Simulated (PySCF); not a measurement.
# CH$_{7}$NSi: saddle-point search (part 3 of 4)

CH$_{7}$NSi, SMILES C[SiH2]N; HF/def2-SVP, RHF (PySCF 2.14.0). 

Geometry of the input (Å):
```
C  -0.0638  0.1264  -1.7516
Si 0.2013  -0.6652  -0.0767
N  1.4781  -0.0209  0.8797
H  -0.8948  -0.3548  -2.2760
H  0.8276  0.0338  -2.3774
H  -0.2988  1.1894  -1.6529
H  0.5001  -2.1093  -0.2822
H  -1.0503  -0.5171  0.7161
H  2.1652  0.5930  0.4744
H  1.3362  0.1867  1.8544
```

Log, continued:
```
Geometry optimization cycle 15
Cartesian coordinates (Angstrom)
 Atom        New coordinates             dX        dY        dZ
   C  -0.098714   0.177603  -1.710685   -0.047183  0.035130  0.017960
  Si   0.164597  -0.659599  -0.047159    0.018032  0.001332 -0.007822
   N   1.413599   0.166532   0.812824    0.043302 -0.010780 -0.025690
   H  -0.877906  -0.331731  -2.282768   -0.065351  0.043656  0.034452
   H   0.816085   0.155599  -2.309343   -0.068027  0.052298 -0.016256
   H  -0.393015   1.221217  -1.581565   -0.046974  0.031438  0.051724
   H   0.437248  -2.104446  -0.296492    0.013054  0.007079 -0.053100
   H  -1.060615  -0.603560   0.788223    0.052850 -0.016340  0.046041
   H   2.251667   0.455453   0.349021    0.078562 -0.084546 -0.016491
   H   1.572560   0.001778   1.787848    0.040458 -0.046451 -0.029173
converged SCF energy = -385.194866687919
--------------- DFRHF_Scanner gradients ---------------
         x                y                z
0 C    -0.0000704853    -0.0001015940    -0.0000878801
1 Si     0.0009041057     0.0004737779    -0.0000085052
2 N     0.0008619540    -0.0003008252    -0.0000150229
3 H     0.0000808417    -0.0000568070    -0.0000962361
4 H     0.0000164025     0.0000484507    -0.0000123347
5 H    -0.0000210512    -0.0000388835     0.0000342377
6 H    -0.0003387988    -0.0001280111    -0.0000274213
7 H     0.0002949129     0.0002034700     0.0001287334
8 H    -0.0013048114     0.0001258431    -0.0004720128
9 H    -0.0004230700    -0.0002254210     0.0005564420
----------------------------------------------
cycle 15: E = -385.194866688  dE = -0.00018524  norm(grad) = 0.00216357
Step   14 : Displace = 3.129e-02/7.734e-02 (rms/max) Trust = 3.000e-02 (+) Grad = 6.842e-04/1.393e-03 (rms/max) E (change) = -385.1948666879 (-1.852e-04) Quality = 1.000
Hessian Eigenvalues:  -6.263e-04 -1.248e-07 -6.390e-08 -1.837e-08 -5.774e-09  4.795e-08  7.791e-04
 1.653e-03  2.462e-03  3.320e-02  3.518e-02  4.492e-02    .....    3.712e-01  5.090e-01  5.135e-01

Geometry optimization cycle 16
Cartesian coordinates (Angstrom)
 Atom        New coordinates             dX        dY        dZ
   C  -0.139023   0.210294  -1.689920   -0.040310  0.032690  0.020765
  Si   0.180310  -0.663164  -0.055506    0.015713 -0.003565 -0.008347
   N   1.450678   0.151151   0.789470    0.037079 -0.015381 -0.023354
   H  -0.944662  -0.279799  -2.241888   -0.066756  0.051932  0.040880
   H   0.752089   0.193390  -2.323346   -0.063997  0.037791 -0.014003
   H  -0.417927   1.253487  -1.527406   -0.024912  0.032270  0.054159
   H   0.458409  -2.098955  -0.347318    0.021161  0.005491 -0.050826
   H  -1.017664  -0.632733   0.819622    0.042951 -0.029173  0.031400
   H   2.310259   0.370633   0.323435    0.058592 -0.084820 -0.025586
   H   1.608794  -0.014709   1.764124    0.036235 -0.016487 -0.023724
converged SCF energy = -385.194938516758
--------------- DFRHF_Scanner gradients ---------------
         x                y                z
0 C     0.0000848658    -0.0000327315    -0.0000418853
1 Si     0.0002238206     0.0000391078    -0.0003062185
2 N    -0.0004306568    -0.0001666905     0.0009525617
3 H     0.0000191173    -0.0000008648     0.0000043198
4 H     0.0000062021     0.0000317003     0.0000188601
5 H    -0.0000296147     0.0000131397    -0.0000276550
6 H    -0.0001161860    -0.0000504009     0.0000006124
7 H     0.0001158387     0.0000407819     0.0000905399
8 H     0.0000127027     0.0000136928    -0.0004530262
9 H     0.0001139103     0.0001122652    -0.0002381088
----------------------------------------------
cycle 16: E = -385.194938517  dE = -7.18288e-05  norm(grad) = 0.0012676
Step   15 : Displace = 2.998e-02/6.941e-02 (rms/max) Trust = 3.000e-02 (=) Grad = 4.009e-04/1.059e-03 (rms/max) E (change) = -385.1949385168 (-7.183e-05) Quality = 0.879
Hessian Eigenvalues:  -5.814e-04 -1.245e-07 -6.389e-08 -1.523e-08 -5.582e-09  4.799e-08  6.333e-04
 1.680e-03  2.911e-03  3.321e-02  3.518e-02  4.492e-02    .....    3.712e-01  5.090e-01  5.135e-01

Geometry optimization cycle 17
Cartesian coordinates (Angstrom)
 Atom        New coordinates             dX        dY        dZ
   C  -0.173224   0.234702  -1.673636   -0.034201  0.024408  0.016284
  Si   0.197653  -0.669753  -0.067182    0.017342 -0.006589 -0.011676
   N   1.493874   0.119204   0.762593    0.043196 -0.031946 -0.026877
   H  -1.002764  -0.239011  -2.204262   -0.058102  0.040788  0.037627
   H   0.693944   0.221725  -2.339582   -0.058145  0.028335 -0.016236
   H  -0.436131   1.277139  -1.482393   -0.018204  0.023652  0.045013
   H   0.463412  -2.099162  -0.398221    0.005004 -0.000206 -0.050903
   H  -0.971424  -0.651965   0.846613    0.046241 -0.019233  0.026991
   H   2.369409   0.323290   0.321283    0.059150 -0.047344 -0.002152
   H   1.619133  -0.017894   1.747070    0.010338 -0.003185 -0.017055
converged SCF energy = -385.19492224421
--------------- DFRHF_Scanner gradients ---------------
         x                y                z
0 C     0.0000981742     0.0000508903     0.0000129435
1 Si    -0.0009664064    -0.0002761123     0.0005218219
2 N     0.0003479554    -0.0001029229    -0.0016779153
3 H     0.0000269284    -0.0000320031     0.0000188731
4 H    -0.0000158028     0.0000136976    -0.0000453302
5 H     0.0000237569    -0.0000121352     0.0000042355
6 H    -0.0000007440     0.0000016415    -0.0000706443
7 H    -0.0000625644    -0.0000668040    -0.0000168228
8 H     0.0005262391     0.0004835346     0.0009469973
9 H     0.0000224637    -0.0000597865     0.0003058414
----------------------------------------------
cycle 17: E = -385.194922244  dE = 1.62725e-05  norm(grad) = 0.00240127
Step   16 : Displace = 2.969e-02/5.813e-02 (rms/max) Trust = 3.000e-02 (=) Grad = 7.593e-04/1.717e-03 (rms/max) E (change) = -385.1949222442 (+1.627e-05) Quality = -0.537
Rejecting step - quality is lower than 0.0
Hessian Eigenvalues:  -5.814e-04 -1.245e-07 -6.389e-08 -1.523e-08 -5.582e-09  4.799e-08  6.333e-04
 1.680e-03  2.911e-03  3.321e-02  3.518e-02  4.492e-02    .....    3.712e-01  5.090e-01  5.135e-01

Geometry optimization cycle 18
Cartesian coordinates (Angstrom)
 Atom        New coordinates             dX        dY        dZ
   C  -0.160419   0.226062  -1.679113    0.012805 -0.008640 -0.005477
  Si   0.190387  -0.666817  -0.061746   -0.007266  0.002936  0.005436
   N   1.478173   0.130756   0.772828   -0.015701  0.011551  0.010235
   H  -0.981886  -0.252897  -2.217459    0.020877 -0.013886 -0.013197
   H   0.715595   0.210443  -2.333289    0.021651 -0.011282  0.006292
   H  -0.428355   1.269144  -1.498572    0.007776 -0.007996 -0.016178
   H   0.459931  -2.099215  -0.376639   -0.003481 -0.000053  0.021582
   H  -0.990782  -0.642949   0.836277   -0.019358  0.009016 -0.010336
   H   2.343449   0.350289   0.318757   -0.025960  0.026999 -0.002526
   H   1.623669  -0.029416   1.750955    0.004536 -0.011522  0.003885
converged SCF energy = -385.19494060199
--------------- DFRHF_Scanner gradients ---------------
         x                y                z
0 C     0.0000476401     0.0000058823    -0.0000097430
1 Si    -0.0005047031    -0.0001429429     0.0002980577
2 N     0.0002501786    -0.0000681934    -0.0009899604
3 H     0.0000160652    -0.0000196295     0.0000020378
4 H    -0.0000026184     0.0000164834    -0.0000137820
5 H     0.0000038676    -0.0000073278     0.0000021891
6 H    -0.0000022901    -0.0000003791    -0.0000066223
7 H    -0.0000501663    -0.0000005002    -0.0000245803
8 H     0.0002059901     0.0003211813     0.0005388303
9 H     0.0000360362    -0.0001045741     0.0002035731
----------------------------------------------
cycle 18: E = -385.194940602  dE = -1.83578e-05  norm(grad) = 0.00138117
Step   17 : Displace = 1.397e-02/2.775e-02 (rms/max) Trust = 1.485e-02 (x) Grad = 4.368e-04/1.023e-03 (rms/max) E (change) = -385.1949406020 (-2.085e-06) Quality = 0.105
Hessian Eigenvalues:  -2.537e-03 -1.261e-07 -6.391e-08 -3.164e-08 -5.955e-09  4.795e-08  2.026e-04
 1.685e-03  4.305e-03  3.321e-02  3.518e-02  4.493e-02    .....    3.712e-01  5.090e-01  5.135e-01

Geometry optimization cycle 19
Cartesian coordinates (Angstrom)
 Atom        New coordinates             dX        dY        dZ
   C  -0.141280   0.208500  -1.693764    0.019139 -0.017562 -0.014652
  Si   0.185018  -0.662178  -0.059297   -0.005369  0.004639  0.002448
   N   1.452724   0.153420   0.788630   -0.025449  0.022665  0.015802
   H  -0.950327  -0.281649  -2.240788    0.031559 -0.028752 -0.023329
   H   0.746470   0.189624  -2.331854    0.030875 -0.020819  0.001435
   H  -0.417879   1.252253  -1.531091    0.010476 -0.016891 -0.032520
   H   0.467565  -2.096901  -0.351801    0.007634  0.002314  0.024838
   H  -1.011559  -0.633026   0.817764   -0.020777  0.009924 -0.018513
   H   2.327798   0.349531   0.342083   -0.015651 -0.000758  0.023326
   H   1.581734   0.009350   1.771296   -0.041935  0.038766  0.020340
converged SCF energy = -385.194950766945
--------------- DFRHF_Scanner gradients ---------------
         x                y                z
0 C     0.0000248022     0.0000053274    -0.0000061168
1 Si     0.0000227280    -0.0000314350    -0.0000290125
2 N    -0.0000620318    -0.0000059179     0.0000835944
3 H     0.0000141592    -0.0000101930    -0.0000016680
4 H    -0.0000006325     0.0000083150    -0.0000078080
5 H    -0.0000044885    -0.0000027409    -0.0000024322
6 H    -0.0000606127    -0.0000235251    -0.0000277061
7 H     0.0000551526     0.0000176701     0.0000349954
8 H     0.0000020557     0.0000313381    -0.0000389603
9 H     0.0000088677     0.0000111614    -0.0000048858
----------------------------------------------
cycle 19: E = -385.194950767  dE = -1.0165e-05  norm(grad) = 0.000163324
Step   18 : Displace = 6.336e-03/1.639e-02 (rms/max) Trust = 6.984e-03 (-) Grad = 5.165e-05/1.043e-04 (rms/max) E (change) = -385.1949507669 (-1.016e-05) Quality = 0.843
Hessian Eigenvalues:  -2.986e-03 -1.239e-07 -6.388e-08 -8.487e-09 -3.577e-09  4.819e-08  8.754e-04
 1.682e-03  4.446e-03  3.321e-02  3.518e-02  4.493e-02    .....    3.712e-01  5.090e-01  5.135e-01

Geometry optimization cycle 20
Cartesian coordinates (Angstrom)
 Atom        New coordinates             dX        dY        dZ
   C  -0.138786   0.205354  -1.696798    0.002494 -0.003146 -0.003034
  Si   0.185003  -0.661088  -0.059621   -0.000015  0.001090 -0.000323
   N   1.449101   0.157564   0.790917   -0.003623  0.004143  0.002287
   H  -0.947290  -0.285885  -2.243672    0.003037 -0.004236 -0.002884
   H   0.749834   0.184751  -2.333605    0.003364 -0.004873 -0.001751
   H  -0.415298   1.249575  -1.536964    0.002581 -0.002678 -0.005872
   H   0.471528  -2.095815  -0.348055    0.003963  0.001085  0.003746
   H  -1.014349  -0.631735   0.813689   -0.002790  0.001290 -0.004075
   H   2.328534   0.346009   0.349721    0.000736 -0.003521  0.007638
   H   1.570312   0.019052   1.775419   -0.011422  0.009702  0.004124
converged SCF energy = -385.194951344424
--------------- DFRHF_Scanner gradients ---------------
         x                y                z
0 C     0.0000017670    -0.0000038860    -0.0000034364
1 Si     0.0000141530    -0.0000035593    -0.0000041166
2 N     0.0000056502     0.0000125277    -0.0000094292
3 H     0.0000020557    -0.0000018512    -0.0000018344
4 H     0.0000010097     0.0000037584     0.0000006027
5 H    -0.0000005421     0.0000001663    -0.0000002861
6 H    -0.0000125949    -0.0000041328    -0.0000076758
7 H     0.0000138971     0.0000045407     0.0000121979
8 H    -0.0000185141    -0.0000032202    -0.0000040899
9 H    -0.0000068817    -0.0000043435     0.0000180676
----------------------------------------------
cycle 20: E = -385.194951344  dE = -5.77479e-07  norm(grad) = 4.38675e-05
Step   19 : Displace = 3.642e-03/7.800e-03 (rms/max) Trust = 9.877e-03 (+) Grad = 1.387e-05/1.982e-05 (rms/max) E (change) = -385.1949513444 (-5.775e-07) Quality = 0.908
Hessian Eigenvalues:  -2.982e-03 -1.240e-07 -6.390e-08 -9.176e-09 -4.040e-09  4.811e-08  9.612e-04
 1.631e-03  4.452e-03  3.321e-02  3.518e-02  4.493e-02    .....    3.712e-01  5.090e-01  5.134e-01

Geometry optimization cycle 21
Cartesian coordinates (Angstrom)
 Atom        New coordinates             dX        dY        dZ
   C  -0.138589   0.205160  -1.696958    0.000197 -0.000194 -0.000159
  Si   0.185000  -0.661090  -0.059643   -0.000003 -0.000002 -0.000022
   N   1.448788   0.157803   0.791145   -0.000314  0.000240  0.000229
   H  -0.947501  -0.285746  -2.243529   -0.000211  0.000139  0.000143
   H   0.749870   0.183928  -2.333963    0.000036 -0.000823 -0.000357
   H  -0.414514   1.249560  -1.537273    0.000784 -0.000015 -0.000310
   H   0.472087  -2.095760  -0.347764    0.000559  0.000056  0.000291
   H  -1.014764  -0.631942   0.813120   -0.000415 -0.000207 -0.000569
   H   2.328361   0.346220   0.350186   -0.000172  0.000210  0.000465
   H   1.569743   0.019576   1.775701   -0.000569  0.000523  0.000282
converged SCF energy = -385.194951364988
--------------- DFRHF_Scanner gradients ---------------
         x                y                z
0 C    -0.0000002878    -0.0000010180    -0.0000008869
1 Si     0.0000032060     0.0000004240    -0.0000025734
2 N     0.0000023719    -0.0000027111     0.0000038371
3 H    -0.0000001438     0.0000001992     0.0000000650
4 H     0.0000004074     0.0000008712     0.0000014668
5 H    -0.0000005085     0.0000007633    -0.0000009392
6 H    -0.0000007870    -0.0000001702    -0.0000001437
7 H     0.0000012634     0.0000004011     0.0000016709
8 H    -0.0000029988    -0.0000007339    -0.0000035214
9 H    -0.0000025229     0.0000019742     0.0000010249
----------------------------------------------
cycle 21: E = -385.194951365  dE = -2.05633e-08  norm(grad) = 9.4875e-06
```

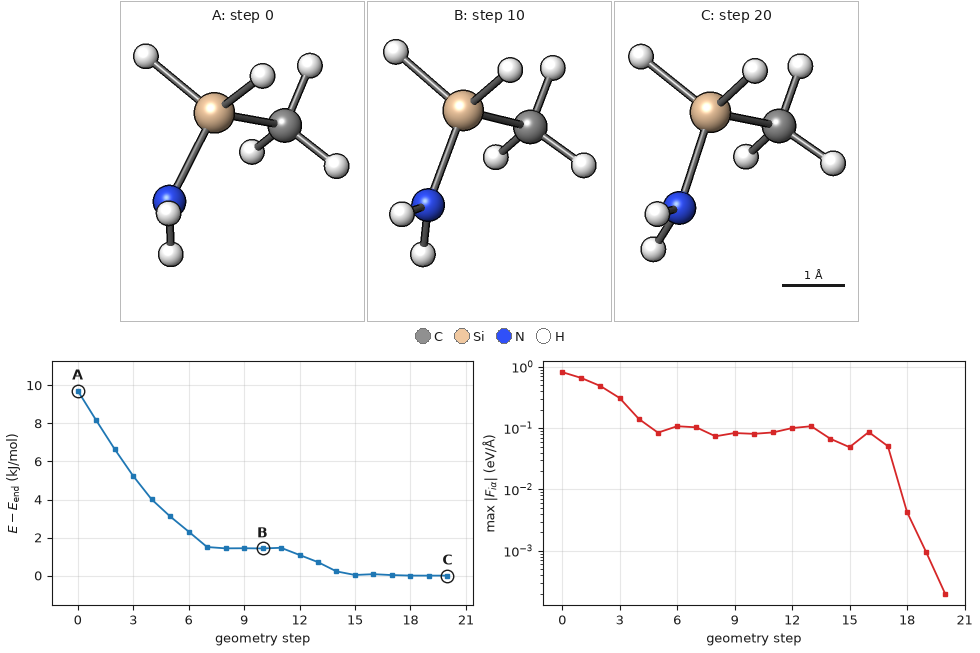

**Figure 1.** Frames of the saddle-point search (ball-and-stick view, seen at a tilt) above the curves, on which the letters mark them (steps are counted from 0).

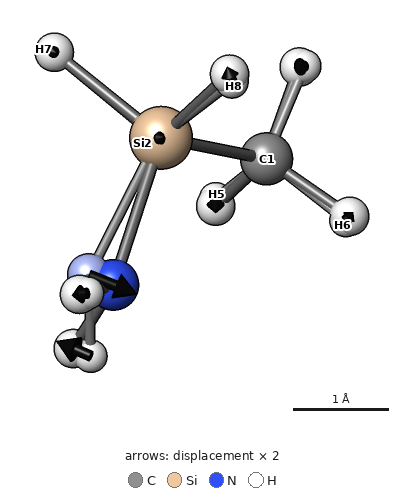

**Figure 2.** Start (faint) and end (solid) with the displacements as black arrows, magnified 2 times (ball-and-stick view, seen at a tilt). The two geometries are laid on each other by the best rigid fit. N3 moves most after the best rigid fit: 0.28 Å. By element the largest moves are N 0.28 Å, H 0.21 Å, Si 0.05 Å, C 0.01 Å. Among the contacts that change: Si2–N3 1.720 → 1.730 Å, C1–Si2 1.871 → 1.880 Å, N3–H10 1.007 → 1.002 Å, Si2–H8 1.489 → 1.484 Å. Among the angles that change: N3–Si2–H7 106.9° → 114.2°, C1–Si2–N3 116.4° → 109.6°, H7–Si2–H8 109.8° → 106.7°. The energy falls by 9.72 kJ/mol in 20 geometry steps. The largest force component goes from 0.82 to 0.0002 eV/Å. (Atoms are counted from 1 in the order of the input.)

```
Step   20 : Displace = 4.774e-04/7.998e-04 (rms/max) Trust = 1.397e-02 (+) Grad = 3.000e-06/5.263e-06 (rms/max) E (change) = -385.1949513650 (-2.056e-08) Quality = 0.889
Hessian Eigenvalues:  -2.982e-03 -1.240e-07 -6.390e-08 -9.176e-09 -4.040e-09  4.811e-08  9.612e-04
 1.631e-03  4.452e-03  3.321e-02  3.518e-02  4.493e-02    .....    3.712e-01  5.090e-01  5.134e-01
Converged! =D

converged: True
C          -0.13858893        0.20515985       -1.69695766
Si          0.18499994       -0.66109015       -0.05964319
N           1.44878777        0.15780343        0.79114545
H          -0.94750091       -0.28574598       -2.24352892
H           0.74987028        0.18392805       -2.33396269
H          -0.41451433        1.24955986       -1.53727341
H           0.47208704       -2.09575973       -0.34776444
H          -1.01476402       -0.63194245        0.81311955
H           2.32836120        0.34621975        0.35018572
H           1.56974306        0.01957583        1.77570115
converged SCF energy = -385.194951364984
total energy: -385.19495136 hartree
```

Trajectory as extended XYZ (Å, eV, eV/Å), 21 frames, from step=0 to step=20:
```
10
Properties=species:S:1:pos:R:3:forces:R:3 step=0 energy=-10481.58781
C    -0.0638    0.1264   -1.7516    0.2017   0.2818  -0.1220
Si    0.2013   -0.6652   -0.0767   -0.2303  -0.6412   0.3688
N     1.4781   -0.0209    0.8797    0.3787   0.8202   0.0405
H    -0.8948   -0.3548   -2.2760    0.0624  -0.0289   0.0723
H     0.8276    0.0338   -2.3774   -0.0295   0.0094  -0.0580
H    -0.2988    1.1894   -1.6529   -0.0030  -0.0078  -0.0297
H     0.5001   -2.1093   -0.2822   -0.3189  -0.0234  -0.1341
H    -1.0503   -0.5171    0.7161   -0.0184  -0.1694  -0.0373
H     2.1652    0.5930    0.4744   -0.0842  -0.1950   0.2033
H     1.3362    0.1867    1.8544    0.0415  -0.0457  -0.3038
10
Properties=species:S:1:pos:R:3:forces:R:3 step=1 energy=-10481.60397
C    -0.0602    0.1273   -1.7479    0.1739   0.2402  -0.0935
Si    0.1967   -0.6727   -0.0737   -0.1128  -0.5085   0.3237
N     1.4782   -0.0154    0.8739    0.2328   0.6576  -0.0093
H    -0.8903   -0.3508   -2.2756    0.0456  -0.0271   0.0467
H     0.8324    0.0354   -2.3723   -0.0256   0.0018  -0.0451
H    -0.2931    1.1905   -1.6467   -0.0051  -0.0076  -0.0206
H     0.4895   -2.1170   -0.2845   -0.2866  -0.0159  -0.1101
H    -1.0543   -0.5288    0.7201   -0.0076  -0.1520  -0.0302
H     2.1648    0.5961    0.4691   -0.0411  -0.1485   0.1220
H     1.3373    0.1972    1.8454    0.0266  -0.0401  -0.1836
```
